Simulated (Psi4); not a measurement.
# CH4NSi (SMILES [H]/N=C/[SiH2]) at 3 levels

Wanted: a comparison of 3 runs (UPBE/6-31G*, ROSCS-OMP2/def2-SVP) of CH4NSi. 

Program for the calculation: Psi4 1.11.

## (1) The system as given

CH4NSi has 7 atoms, charge 0, and is taken as a doublet. As SMILES, `[H]/N=C/[SiH2]`. The coordinates come from a GFN2-xTB relaxation.

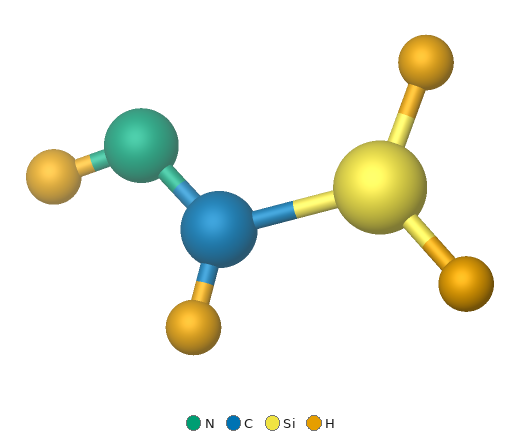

The structure, seen from a chosen angle (nitrogen teal, carbon blue, silicon yellow, hydrogen amber).

## (2) A single-point energy at UPBE/6-31G(d) (spherical functions) (run 1)

job.in

```
memory 1.6 GB

molecule {
  0 2
  N
  C 1 1.285946
  Si 2 1.828695 1 119.65598
  H 1 1.018398 2 114.55275 3 179.9096
  H 2 1.101603 1 122.97297 4 -0.10621
  H 3 1.445211 2 123.05912 5 -179.84356
  H 3 1.452682 6 118.33554 2 -179.83833
  symmetry c1
  no_reorient
  no_com
}

set {
  basis                6-31G*
  reference            uks
  puream               true
  e_convergence        1e-09
  d_convergence        1e-08
  scf_type             pk
  dft_radial_points    99
  dft_spherical_points 590
  maxiter              200
}

E, wfn = energy("pbe", return_wfn=True)
oeprop(wfn, "LOWDIN_CHARGES", "WIBERG_LOWDIN_INDICES", "MAYER_INDICES")
print_variables()
```

The run is started by

```console
psi4 job.in job.out -n 1
```

job.out:

```text
[...]
  Running in c1 symmetry.
[...]
  Nuclear repulsion =   91.149023958918832
[...]
  Multiplicity = 2
[...]
  Nalpha       = 16
  Nbeta        = 15
[...]
    Number of basis functions: 54
[...]
   @UKS iter   1:  -383.97264783594704   -1.81808e-02   1.52770e-02 ADIIS/DIIS
[...]
   @UKS iter  14:  -384.36961038350489   -9.03810e-12   7.58598e-09 DIIS
[...]
   @S^2 Observed:                7.583295495E-01
[...]
  @UKS Final Energy:  -384.36961038350489
   => Energetics <=
    Nuclear Repulsion Energy =             91.1490239589188320
    One-Electron Energy =                -709.9287591830011479
    Two-Electron Energy =                 268.8332671781915906
    DFT Exchange-Correlation Energy =     -34.4231423376141805
    Empirical Dispersion Energy =           0.0000000000000000
    VV10 Nonlocal Energy =                  0.0000000000000000
    Total Energy =                       -384.3696103835048916
[...]
 Multipole Moments:
 ------------------------------------------------------------------------------------
     Multipole            Electronic (a.u.)      Nuclear  (a.u.)        Total (a.u.)
 ------------------------------------------------------------------------------------
 L = 1.  Multiply by 2.5417464519 to convert [e a0] to [Debye]
 Dipole X            :         -0.0020056            0.0019559           -0.0000497
 Dipole Y            :         -0.1745979            0.5990981            0.4245002
 Dipole Z            :         -0.3879456            0.8480261            0.4600805
 Magnitude           :                                                    0.6259988
[...]
```

Wall time 12 s (1 thread of Intel Xeon 6975P-C (Granite Rapids), shared host); peak memory 0.79 GiB.

## (3) A single-point energy at ROSCS-OMP2/def2-SVP (Cholesky decomposition) (run 2)

job.in

```
memory 1.6 GB

molecule {
  0 2
  N     -1.548860    -0.132150    -0.159430
  C     -0.314040    -0.117140    -0.518110
  Si     0.986230     0.201460     0.727650
  H     -2.206780    -0.315210    -0.914920
  H      0.010790    -0.289530    -1.556520
  H      0.698950     0.439760     2.123830
  H      2.373720     0.212800     0.297500
  units angstrom
}

set basis def2-SVP
set reference rohf
set mp2_type conv
set scf_type cd

e_tot, wfn = energy('scs-omp2', return_wfn=True)
print_variables()
```

The run is started by

```console
psi4 -n 1 job.in job.out
```

job.out:

```text
[...]
  Running in c1 symmetry.
[...]
  Nuclear repulsion =   91.149019540174649
[...]
  Multiplicity = 2
[...]
  Nalpha       = 16
  Nbeta        = 15
[...]
    Number of basis functions: 66
[...]
   @ROHF iter   1:  -383.20265174748363   -6.70240e-01   4.67960e-03 DIIS
[...]
   @ROHF iter  13:  -383.32451271100609   -8.46967e-12   5.91744e-09 DIIS
[...]
  @ROHF Final Energy:  -383.32451271100609
   => Energetics <=
    Nuclear Repulsion Energy =             91.1490195401746490
    One-Electron Energy =                -709.1807444876856152
    Two-Electron Energy =                 234.7072122365048585
    Total Energy =                       -383.3245127110060935
[...]
 Multipole Moments:
 ------------------------------------------------------------------------------------
     Multipole            Electronic (a.u.)      Nuclear  (a.u.)        Total (a.u.)
 ------------------------------------------------------------------------------------
 L = 1.  Multiply by 2.5417464519 to convert [e a0] to [Debye]
 Dipole X            :         -0.2976332            0.6517961            0.3541630
 Dipole Y            :          0.0108427           -0.1081478           -0.0973051
 Dipole Z            :          0.1597019           -0.8009593           -0.6412575
 Magnitude           :                                                    0.7389932
[...]
	MP2 Total Energy (a.u.)            : singles and total energies not available
[...]
	SCS-MP2 Total Energy (a.u.)        :  -383.72938773518729
[...]
	MP2 Total Energy (a.u.)            :  -383.73177240373343
[...]
	SCS-OMP2 Total Energy (a.u.)       :  -383.72938773518729
	SOS-OMP2 Total Energy (a.u.)       :  -383.69706948735939
[...]
	OMP2 Total Energy (a.u.)           :  -383.73177240441782
[...]
```

It took 27 s on 1 thread of Intel Xeon 6975P-C (Granite Rapids), shared host; peak memory 0.32 GiB.

## (4) The energy at ROSCS-OMP2/def2-SVP (fitted SCF) (run 3)

run.py

```python
import psi4

psi4.set_memory('1600 MB')
psi4.set_num_threads(1)
psi4.set_output_file('run.log', False)

m = psi4.geometry("""
0 2
N
C 1 1.285946
Si 2 1.828695 1 119.65598
H 1 1.018398 2 114.55275 3 179.9096
H 2 1.101603 1 122.97297 4 -0.10621
H 3 1.445211 2 123.05912 5 -179.84356
H 3 1.452682 6 118.33554 2 -179.83833
units angstrom
""")

psi4.set_options({
    'basis': 'def2-SVP',
    'reference': 'rohf',
    'mp2_type': 'conv',
})

e, wfn = psi4.energy('scs-omp2', molecule=m, return_wfn=True)
print('E =', round(e, 9))
for k, v in sorted(psi4.core.scalar_variables().items()):
    print(f'{k:45s} {v:18.10f}')
```

The run is started by

```console
python run.py
```

run.log:

```text
[...]
  Running in c1 symmetry.
[...]
  Nuclear repulsion =   91.149023958918832
[...]
  Multiplicity = 2
[...]
  Nalpha       = 16
  Nbeta        = 15
[...]
    Number of basis functions: 66
[...]
   @ROHF iter   1:  -383.20251504215446   -6.69998e-01   4.67912e-03 DIIS
[...]
   @ROHF iter  13:  -383.32437231800736   -8.75389e-12   5.97438e-09 DIIS
[...]
  @ROHF Final Energy:  -383.32437231800736
   => Energetics <=
    Nuclear Repulsion Energy =             91.1490239589188320
    One-Electron Energy =                -709.1813331224361718
    Two-Electron Energy =                 234.7079368455099200
    Total Energy =                       -383.3243723180073630
[...]
 Multipole Moments:
 ------------------------------------------------------------------------------------
     Multipole            Electronic (a.u.)      Nuclear  (a.u.)        Total (a.u.)
 ------------------------------------------------------------------------------------
 L = 1.  Multiply by 2.5417464519 to convert [e a0] to [Debye]
 Dipole X            :         -0.0007863            0.0019559            0.0011696
 Dipole Y            :         -0.0714733            0.5990981            0.5276248
 Dipole Z            :         -0.3301421            0.8480261            0.5178840
 Magnitude           :                                                    0.7393193
[...]
	MP2 Total Energy (a.u.)            : singles and total energies not available
[...]
	SCS-MP2 Total Energy (a.u.)        :  -383.72938772741873
[...]
	MP2 Total Energy (a.u.)            :  -383.73177239693837
[...]
	SCS-OMP2 Total Energy (a.u.)       :  -383.72938772741873
	SOS-OMP2 Total Energy (a.u.)       :  -383.69706947888676
[...]
	OMP2 Total Energy (a.u.)           :  -383.73177239761981
[...]
```

On the terminal:

```text
E = -383.729387727
CURRENT CORRELATION ENERGY                         -0.4050154094
CURRENT ENERGY                                   -383.7293877274
CURRENT REFERENCE ENERGY                         -383.3243723180
DD SOLVATION ENERGY                                 0.0000000000
HF KINETIC ENERGY                                 382.9083434155
HF POTENTIAL ENERGY                              -766.2327157335
HF TOTAL ENERGY                                  -383.3243723180
HF VIRIAL RATIO                                     2.0010864974
MP2 DOUBLES ENERGY                                 -0.3994734000
MP2 OPPOSITE-SPIN CORRELATION ENERGY               -0.3061052404
MP2 SAME-SPIN CORRELATION ENERGY                   -0.0933681597
NUCLEAR REPULSION ENERGY                           91.1490239589
OMP2 CORRELATION ENERGY                            -0.4074000796
OMP2 OPPOSITE-SPIN CORRELATION ENERGY              -0.3112591377
OMP2 REFERENCE CORRECTION ENERGY                    0.0008138044
OMP2 SAME-SPIN CORRELATION ENERGY                  -0.0969547456
OMP2 TOTAL ENERGY                                -383.7317723976
ONE-ELECTRON ENERGY                              -709.1813331224
PCM POLARIZATION ENERGY                             0.0000000000
PE ENERGY                                           0.0000000000
SCF ITERATION ENERGY                             -383.3243723180
SCF ITERATIONS                                     13.0000000000
SCF TOTAL ENERGY                                 -383.3243723180
SCS-OMP2 CORRELATION ENERGY                        -0.4050154094
SCS-OMP2 TOTAL ENERGY                            -383.7293877274
SOS-OMP2 CORRELATION ENERGY                        -0.3726971609
SOS-OMP2 TOTAL ENERGY                            -383.6970694789
TWO-ELECTRON ENERGY                               234.7079368455
```

Run time: 26 s. Hardware: 1 thread of Intel Xeon 6975P-C (Granite Rapids), shared host; peak memory 0.31 GiB.

## (5) All runs side by side

| run | level | integrals | integral approximation | energy (Eh) | wall time |
| --- | --- | --- | --- | --- | --- |
| 1 | UPBE/6-31G* (spherical functions) | pk | none | -384.369610 | 12 s |
| 2 | ROSCS-OMP2/def2-SVP (Cholesky decomposition) | cd | Cholesky | -383.729388 | 27 s |
| 3 | ROSCS-OMP2/def2-SVP (fitted SCF) | df | program's default | -383.729388 | 26 s |

## (6) Results

| quantity | value |
| --- | --- |
| run 3: total energy | -383.72939 Eh |
| run 3: correlation energy | -405.0 mEh |

All runs together took 65 s, the longest 27 s.
